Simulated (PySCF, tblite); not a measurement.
# C₄H₈B₂: geometry, infrared bands and NMR shifts

Wanted: the infrared bands and NMR shifts of C₄H₈B₂ (`BC(B)=CC=C`), by calculation.

The runs use tblite 0.8.0 and PySCF 2.14.0, with density-fitted response routines of our own; the level of theory stands in each step. All values are computed, except where a source is named. Atoms count from 0, in the outputs and in this text.

## (1) The molecule as given

14 atoms, charge 0, multiplicity 1; geometry from: force field or distance geometry start.

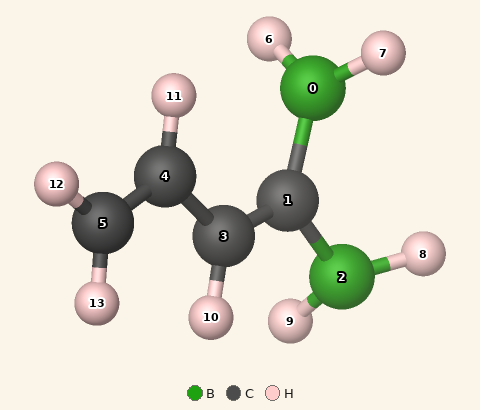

As it starts; boron green, carbon dark grey, hydrogen pink, atoms numbered.

## (2) Geometry optimisation with GFN2-xTB

What the job is given:

```
{"job": {"kind": "relax", "xc": "GFN2-xTB", "basis": "xTB"}, "charge": 0, "multiplicity": 1}
B      0.202400     1.546200    -1.169200
C     -0.369800     0.147000    -0.856000
B     -1.301900    -0.527500    -1.894200
C     -0.104600    -0.521600     0.231300
C      0.757800    -0.056900     1.330400
C      0.932300    -0.847900     2.372400
H     -0.425300     2.513500    -0.884800
H      1.172400     1.675400    -1.837200
H     -1.116500    -0.230300    -3.024400
H     -2.427900    -0.712200    -1.544800
H     -0.554900    -1.516600     0.363900
H      1.234600     0.914000     1.267000
H      1.552500    -0.575800     3.229600
H      0.448100    -1.807800     2.393800
```

Run with:

```
OMP_NUM_THREADS=1 python probes_run.py task.json out
```

The driver reads the jobs from task.json and runs them one after another.

The log of the run:

```text
step      E/eV     max force
  0    -408.42307    3.043
  1    -408.53269    1.844
  2    -408.61309    1.213
  3    -408.70699    0.874
  4    -408.74052    0.658
  5    -408.75214    0.296
  6    -408.75588    0.224
  7    -408.76104    0.263
  8    -408.76620    0.199
  9    -408.76925    0.129
 10    -408.77294    0.186
 11    -408.77715    0.246
 12    -408.78179    0.197
 13    -408.78530    0.136
 14    -408.78772    0.112
 15    -408.78987    0.172
 16    -408.79189    0.161
 17    -408.79362    0.110
 18    -408.79523    0.093
 19    -408.79706    0.133
 20    -408.79931    0.183
 21    -408.80179    0.155
 22    -408.80407    0.154
 23    -408.80609    0.132
 24    -408.80816    0.171
 25    -408.81049    0.176
 26    -408.81290    0.143
 27    -408.81506    0.129
 28    -408.81693    0.123
 29    -408.81869    0.140
 30    -408.82042    0.118
 31    -408.82179    0.110
 32    -408.82258    0.079
 33    -408.82306    0.066
 34    -408.82356    0.079
 35    -408.82417    0.071
 36    -408.82475    0.073
 37    -408.82510    0.077
 38    -408.82536    0.041
 39    -408.82555    0.041
 40    -408.82584    0.045
 41    -408.82610    0.050
 42    -408.82645    0.058
 43    -408.82681    0.062
 44    -408.82728    0.059
 45    -408.82792    0.090
 46    -408.82876    0.097
 47    -408.82962    0.073
 48    -408.83023    0.048
 49    -408.83054    0.037
 50    -408.83067    0.036
 51    -408.83075    0.031
 52    -408.83084    0.027
 53    -408.83103    0.039
 54    -408.83118    0.041
 55    -408.83137    0.032
 56    -408.83148    0.027
 57    -408.83160    0.029
 58    -408.83176    0.037
 59    -408.83201    0.056
 60    -408.83230    0.060
 61    -408.83253    0.041
 62    -408.83268    0.026
 63    -408.83279    0.024
 64    -408.83287    0.022
 65    -408.83295    0.028
 66    -408.83305    0.032
 67    -408.83322    0.044
 68    -408.83347    0.042
 69    -408.83375    0.048
 70    -408.83398    0.048
 71    -408.83415    0.032
 72    -408.83428    0.032
 73    -408.83439    0.037
 74    -408.83449    0.038
 75    -408.83459    0.034
 76    -408.83470    0.029
 77    -408.83478    0.022
 78    -408.83484    0.016
 79    -408.83489    0.019
 80    -408.83495    0.025
 81    -408.83504    0.026
 82    -408.83511    0.022
 83    -408.83516    0.025
 84    -408.83521    0.030
 85    -408.83530    0.033
 86    -408.83544    0.041
 87    -408.83563    0.036
 88    -408.83578    0.020
 89    -408.83585    0.020
 90    -408.83590    0.019
 91    -408.83604    0.026
 92    -408.83623    0.033
 93    -408.83643    0.036
 94    -408.83657    0.034
 95    -408.83668    0.027
 96    -408.83678    0.023
 97    -408.83685    0.021
 98    -408.83687    0.007
```

It took 1.3 s on 1 thread of Intel Xeon at 2.50GHz, shared host; peak memory 0.18 GiB.

Along the way: (not every step is listed)

```
step  energy from step 0 (eV)  largest force (eV/Å)
   0                   0.0000                3.0430
   1                  -0.1096                1.8438
   2                  -0.1900                1.2126
   3                  -0.2839                0.8737
   4                  -0.3175                0.6583
   5                  -0.3291                0.2959
   6                  -0.3328                0.2239
   7                  -0.3380                0.2632
   8                  -0.3431                0.1992
  16                  -0.3688                0.1610
  24                  -0.3851                0.1705
  32                  -0.3995                0.0786
  40                  -0.4028                0.0448
  48                  -0.4072                0.0484
  56                  -0.4084                0.0273
  64                  -0.4098                0.0217
  72                  -0.4112                0.0322
  80                  -0.4119                0.0249
  88                  -0.4127                0.0205
  93                  -0.4134                0.0359
  94                  -0.4135                0.0343
  95                  -0.4136                0.0273
  96                  -0.4137                0.0230
  97                  -0.4138                0.0210
  98                  -0.4138                0.0068
```

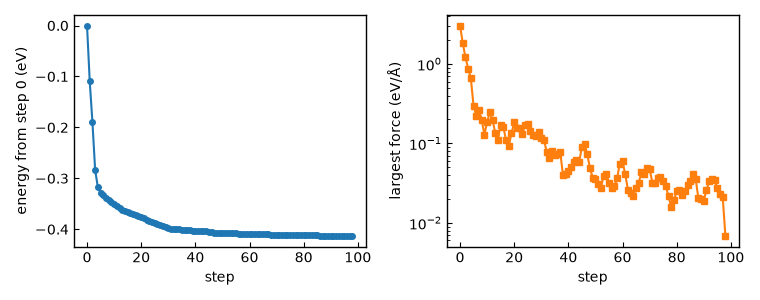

Energy and largest force along the relaxation.

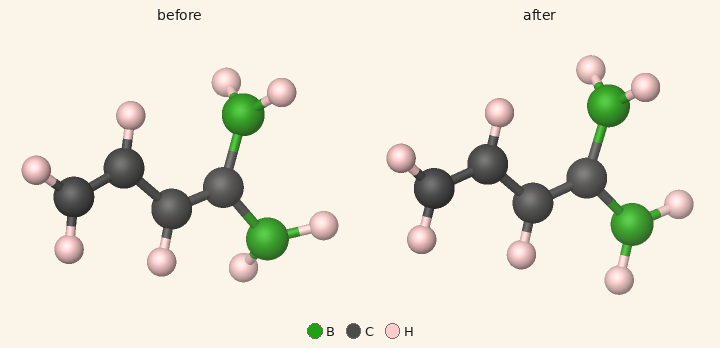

The geometry before (left) and after (right).

Close pairs (by a distance rule), those that changed most:

```
  bond  before (Å)  after (Å)  change (Å)
 C1–C3       1.304      1.356      +0.052
 C3–C4       1.472      1.440      -0.032
 B2–H9       1.193      1.170      -0.023
 B0–H6       1.188      1.172      -0.016
C5–H12       1.092      1.077      -0.016
C3–H10       1.100      1.084      -0.016
 B0–H7       1.185      1.171      -0.013
 C4–C5       1.320      1.332      +0.013
```

The next job starts from the end point, and lists it.

## (3) Infrared spectrum with GFN2-xTB

What the job is given:

```
{"job": {"kind": "ir", "xc": "GFN2-xTB", "basis": "xTB"}, "charge": 0, "multiplicity": 1}
B      0.264434     1.546530    -1.206084
C     -0.387768     0.190766    -0.863434
B     -1.377346    -0.344238    -1.930979
C     -0.173362    -0.535786     0.260761
C      0.721793    -0.127252     1.312609
C      0.917711    -0.827814     2.428917
H     -0.257594     2.546901    -0.891180
H      1.245671     1.583342    -1.844721
H     -1.586806     0.259788    -2.912396
H     -1.920727    -1.365101    -1.751699
H     -0.685022    -1.478871     0.417428
H      1.243239     0.808988     1.151879
H      1.591099    -0.498543     3.201610
H      0.404001    -1.759184     2.605124
```

The log of the run:

```text
mode    cm-1     km/mol
  1      84.5      0.05
  2     129.3      0.02
  3     147.4      0.63
  4     177.9      0.18
  5     200.0      0.06
  6     215.9      2.82
  7     357.7      0.06
  8     395.3      0.20
  9     495.2      3.03
 10     621.1      3.44
 11     782.6     42.43
 12     805.2     33.80
 13     806.8     29.69
 14     839.5    124.52
 15     850.6     71.00
 16     875.3     19.71
 17     899.9      0.89
 18     963.3      3.96
 19    1017.9     15.74
 20    1079.6     62.17
 21    1164.5     29.20
 22    1189.1     11.78
 23    1217.9    185.96
 24    1263.6     16.43
 25    1306.7      6.39
 26    1407.7      0.55
 27    1574.3     88.20
 28    1643.4      0.55
 29    2611.9    111.80
 30    2624.5    163.30
 31    2640.5    120.74
 32    2653.0    151.29
 33    3025.5     19.57
 34    3046.5     54.38
 35    3097.1     16.90
 36    3128.2     40.48
```

Wall time 0.8 s (1 thread of Intel Xeon at 2.50GHz, shared host); peak memory 0.18 GiB.

The strongest bands and the atoms that carry them (share of the mass-weighted mode):

```
cm⁻¹  km/mol                               atoms
 840   124.5  H8 18 %, H9 17 %, C1 17 %, B2 16 %
 851    71.0           C3 19 %, H8 16 %, B0 15 %
1218   186.0           H8 30 %, H9 24 %, B2 22 %
1574    88.2                    C3 49 %, C1 46 %
2612   111.8                    H6 49 %, H7 44 %
2624   163.3                    H8 47 %, H9 45 %
2640   120.7           H7 47 %, H6 42 %, B0 11 %
2653   151.3           H9 46 %, H8 43 %, B2 11 %
```

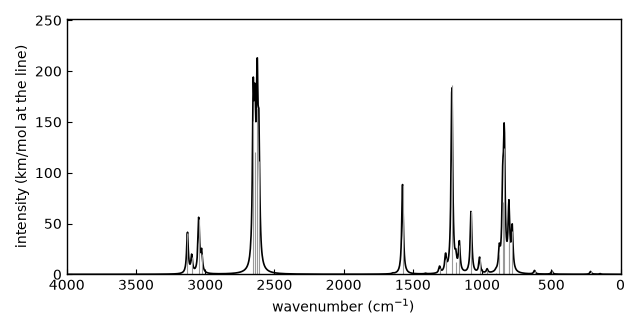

The infrared spectrum from these modes, unscaled. Lines are broadened to a width of 14 cm⁻¹ (Lorentzian).

## (4) Shielding tensors: PBE0/pcSseg-1

Settings changed since step 3:

```diff
@@ -1,2 +1,2 @@
-{"job": {"kind": "ir", "xc": "GFN2-xTB", "basis": "xTB"}, "charge": 0, "multiplicity": 1}
+{"job": {"kind": "nmr", "xc": "PBE0", "basis": "pcSseg-1"}, "charge": 0, "multiplicity": 1}
 B      0.264434     1.546530    -1.206084
```

With the program's defaults for keys left out, this is: GIAO PBE0/pcSseg-1 NMR shielding, non-relativistic, gas phase.

The log of the run:

```text
coarse grid: 11480 points
cycle   1  E = -206.4818349674  dE =  4.859e-01  |g| = 3.305e-01  |ddm| = 3.255e+00
cycle   2  E = -206.4746647284  dE =  7.170e-03  |g| = 3.779e-01  |ddm| = 7.179e-01
cycle   3  E = -206.5131974999  dE = -3.853e-02  |g| = 1.050e-01  |ddm| = 4.592e-01
cycle   4  E = -206.5159975564  dE = -2.800e-03  |g| = 3.048e-02  |ddm| = 1.098e-01
cycle   5  E = -206.5162661120  dE = -2.686e-04  |g| = 6.593e-03  |ddm| = 3.786e-02
cycle   6  E = -206.5162815611  dE = -1.545e-05  |g| = 1.545e-03  |ddm| = 8.368e-03
cycle   7  E = -206.5162821437  dE = -5.826e-07  |g| = 4.577e-04  |ddm| = 1.479e-03
final grid: 110224 points
cycle   8  E = -206.5502769610  dE = -3.499e-05  |g| = 6.652e-03  |ddm| = 2.799e-02
cycle   9  E = -206.5502759569  dE =  1.004e-06  |g| = 6.991e-03  |ddm| = 1.401e-02
cycle  10  E = -206.5502896466  dE = -1.369e-05  |g| = 1.258e-03  |ddm| = 7.543e-03
cycle  11  E = -206.5502900814  dE = -4.348e-07  |g| = 3.057e-04  |ddm| = 1.317e-03
cycle  12  E = -206.5502901036  dE = -2.219e-08  |g| = 6.718e-05  |ddm| = 2.380e-04
cycle  13  E = -206.5502901045  dE = -9.605e-10  |g| = 2.486e-05  |ddm| = 6.350e-05
converged SCF energy = -206.5502901045

GIAO shielding tensors (ppm)
atom      isotropic    diamagn.    paramagn.     s11        s22        s33       span
  0 B       12.980     193.964    -180.984    -63.034    -29.488    131.463    194.497
  1 C       10.738     259.527    -248.789    -61.994    -45.928    140.136    202.131
  2 B       34.818     191.458    -156.640    -26.355     -8.255    139.064    165.419
  3 C       21.875     254.897    -233.022    -57.069      1.413    121.281    178.351
  4 C       37.361     257.806    -220.445    -74.326     43.809    142.601    216.927
  5 C       50.515     253.111    -202.595    -58.776     49.311    161.011    219.788
  6 H       23.124      30.216      -7.092     15.171     25.629     28.573     13.402
  7 H       23.128      30.212      -7.084     15.204     25.610     28.569     13.365
  8 H       25.096      29.375      -4.280     19.680     27.329     28.278      8.597
  9 H       24.721      29.808      -5.087     18.128     27.798     28.236     10.108
 10 H       24.672      34.330      -9.658     22.380     24.163     27.473      5.093
 11 H       25.501      33.199      -7.698     22.932     24.509     29.062      6.129
 12 H       25.715      28.747      -3.032     23.127     25.466     28.553      5.425
 13 H       25.717      30.889      -5.173     22.660     25.652     28.837      6.177
```

It took 79 s on 1 thread of Intel Xeon at 2.50GHz, shared host; peak memory 0.69 GiB.

The references, computed at this level on geometries of the same kind, shield at (ppm): ¹H TMS 31.72, ¹³C TMS 186.9, ¹¹B BF3·OEt2 100.1. Their shielding less the atom's gives the shift. The references are single molecules in the gas phase. Atoms listed in one row are averaged.

```
 atoms                         environment  σ (ppm)  δ (ppm)  δ scaled to CDCl3
    C1     fully substituted alkene carbon     10.7    176.2              170.0
    C3                           alkene CH     21.9    165.1              159.2
    C4                           alkene CH     37.4    149.6              144.1
    C5                terminal =CH2 carbon     50.5    136.4              131.2
H6, H7     hydrogen on a boron bonded to C    23.13     8.59                  –
   H10            hydrogen on an alkene CH    24.67     7.04               6.75
H8, H9     hydrogen on a boron bonded to C    24.91     6.81                  –
   H11            hydrogen on an alkene CH    25.50     6.22               5.97
   H12  hydrogen on a terminal =CH2 carbon    25.72     6.00               5.76
   H13  hydrogen on a terminal =CH2 carbon    25.72     6.00               5.76
    B0              boron bonded to C, 2 H     13.0     87.1                  –
    B2              boron bonded to C, 2 H     34.8     65.2                  –
```

The scaled column applies a straight-line fit of computed shieldings to shifts measured in CDCl3 (root-mean-square error 0.16 ppm for H, 1.9 ppm for C).

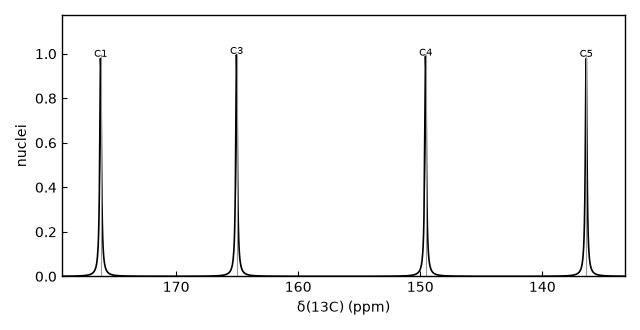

¹³C lines at the computed shifts, without couplings. Lines are broadened to a width of 0.16 ppm (Lorentzian).

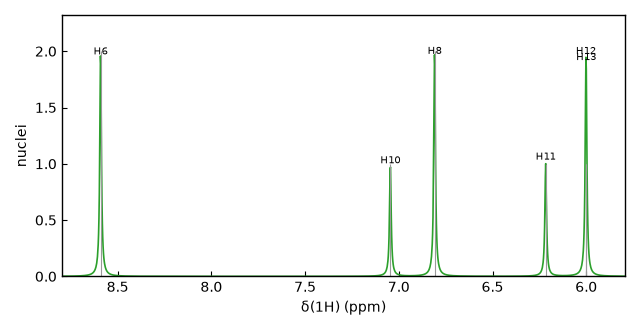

¹H lines at the computed shifts, without couplings. Lines are broadened to a width of 0.01 ppm (Lorentzian).

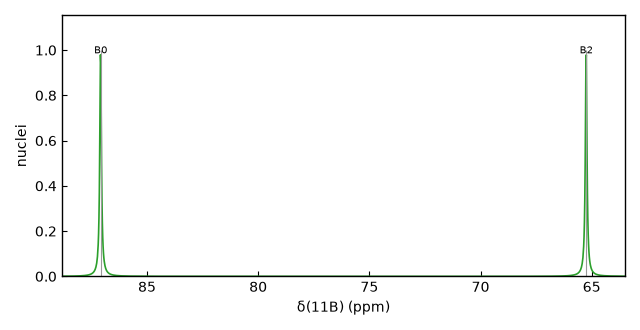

¹¹B lines at the computed shifts, without couplings. Lines are broadened to a width of 0.09 ppm (Lorentzian).

The run also stored atomic charges by several schemes (e):

```
atoms  Mulliken    IAO  Hirshfeld  ESP fit
   B0      0.22   0.07       0.15     0.30
   C1     -0.50  -0.25      -0.14    -0.17
   B2      0.20   0.01       0.13     0.24
   C3     -0.03  -0.06      -0.01    -0.20
   C4     -0.21  -0.14      -0.04    -0.06
   C5     -0.11  -0.28      -0.07    -0.38
```

IAO charges:

B0 0.07; C1 -0.25; B2 0.01; C3 -0.06; C4 -0.14; C5 -0.28; H6 0.02; H7 0.02; H8 0.01; H9 0.01; H10 0.14; H11 0.14; H12 0.16; H13 0.15

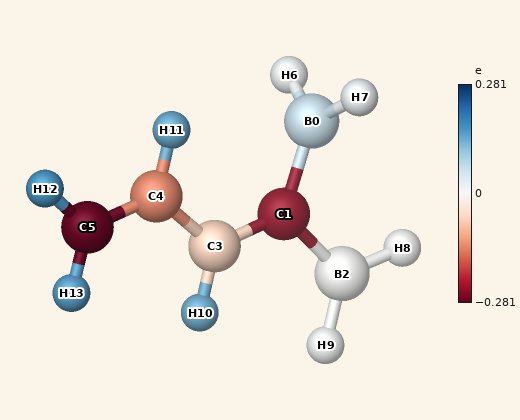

IAO charges, as colours on the atoms.

Mayer bond orders: B0–C1 1.00, C1–B2 1.03, C1–C3 1.70, C3–C4 1.11, C4–C5 1.88.

Orbitals, density, ELF and potential are computed afterwards from the orbital file.

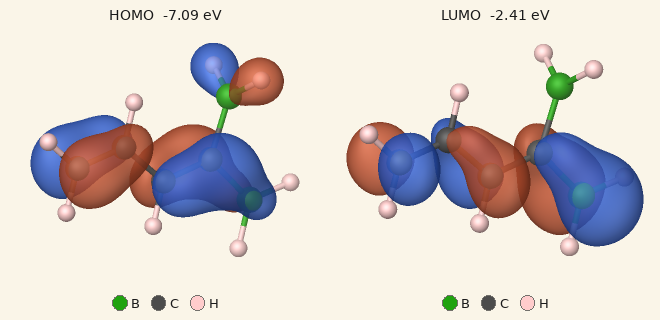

Frontier orbitals at PBE0/pcSseg-1; each surface holds 70 % of the orbital's density, blue and red mark the sign.

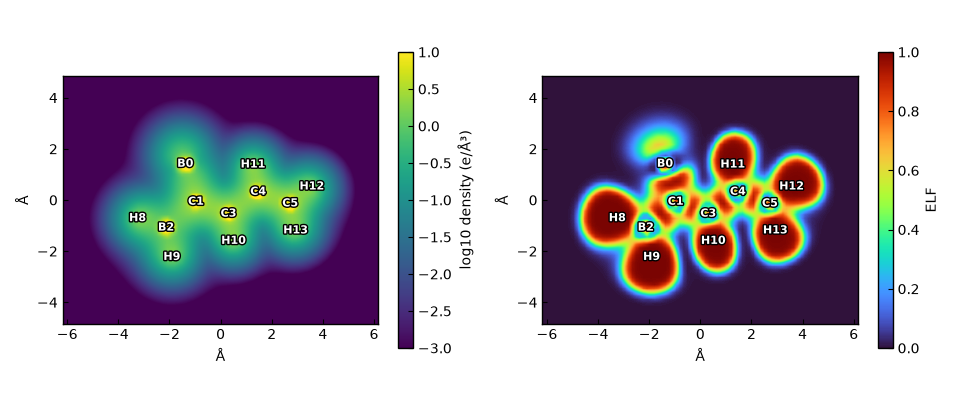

Density (left) and ELF (right) in a plane through or near 12 of the atoms.

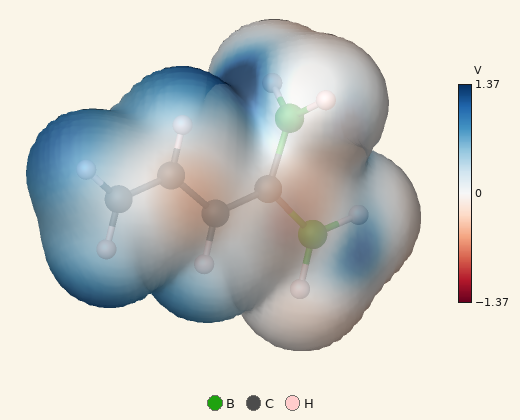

Electrostatic potential on the surface of density 0.002 e/bohr³; red is low, blue high. It runs from -0.43 V near C1 to 1.37 V near H11.

## (5) Summary of results

| quantity | value |
| --- | --- |
| strongest single infrared mode (GFN2-xTB) | 1218 cm⁻¹, 186 km/mol |
| zero-point energy (GFN2-xTB) | 64.8 kcal/mol |
| ¹³C shifts against TMS (PBE0/pcSseg-1) | 176.2, 165.1, 149.6, 136.4 ppm |
| ¹H shifts against TMS (PBE0/pcSseg-1, means over atoms taken as alike) | 8.59, 7.04, 6.81, 6.22, 6.00, 6.00 ppm |
| ¹¹B shifts against BF3·OEt2 (PBE0/pcSseg-1) | 87.1, 65.2 ppm |
| surface potential, least and greatest | -0.43 V and 1.37 V |

The optimisation took 98 steps and gained 0.414 eV; among the close pairs (by a distance rule), C1–C3 changed most, from 1.304 to 1.356 Å. All 36 modes are real, so the xTB geometry is a minimum. The strongest single mode, at 1218 cm⁻¹, has its largest shares on H8, H9 and B2 (the list is cut at 3 atoms). Unscaled tight-binding wavenumbers are off by several per cent, some by more. Its intensities can rank the bands wrongly. By nearest atom (PBE0/pcSseg-1), the HOMO sits on C1 27 %; C5 21 % and the LUMO on B2 29 %; C3, C5 about 16 % each.
